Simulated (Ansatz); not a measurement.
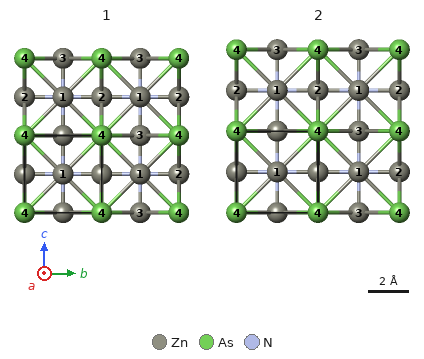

Two geometries of solid Zn3AsN (a generated structure, set up in Pm-3m) (coarse preliminary run), drawn at one scale. One is the start of a relaxation, the other its converged end. A ball-and-stick model of the cell of the calculation, repeated 1 × 2 × 2 with one cell outlined, seen along the a axis.

Theory: Ansatz, DFT PBE, scalar-relativistic, plane waves, PAW. (plane-wave cutoff 420 eV; k-point mesh 6 × 6 × 6; occupations gaussian; smearing width 0.1 eV; no spin polarisation; cell and atoms relaxed; force threshold 0.05 eV/Å; at most 80 steps)

Question: Which of the two is the end point?

Answer: Structure 2 is the relaxed one. Over 3 accepted moves (4 points after the start) the energy falls by 149 meV per atom. All forces vanish by symmetry, so only the cell relaxes. The pressure goes from 24.94 to 0.38 GPa. The SCF was repeated once at an unchanged geometry on a basis and grid sized afresh for the cell, which shifted the energy by 7.1 meV per atom at most. No atom moves by more than 0.005 Å relative to the cell. Cell: a = b = c 3.944 → 4.165 Å (+5.6 %). Volume +17.8 %. Some distances before and after: As–Zn 2.789 → 2.945 Å, N–Zn 1.972 → 2.083 Å. The space group stays Pm-3m (No. 221). The run took about 17 core-seconds on a shared host.
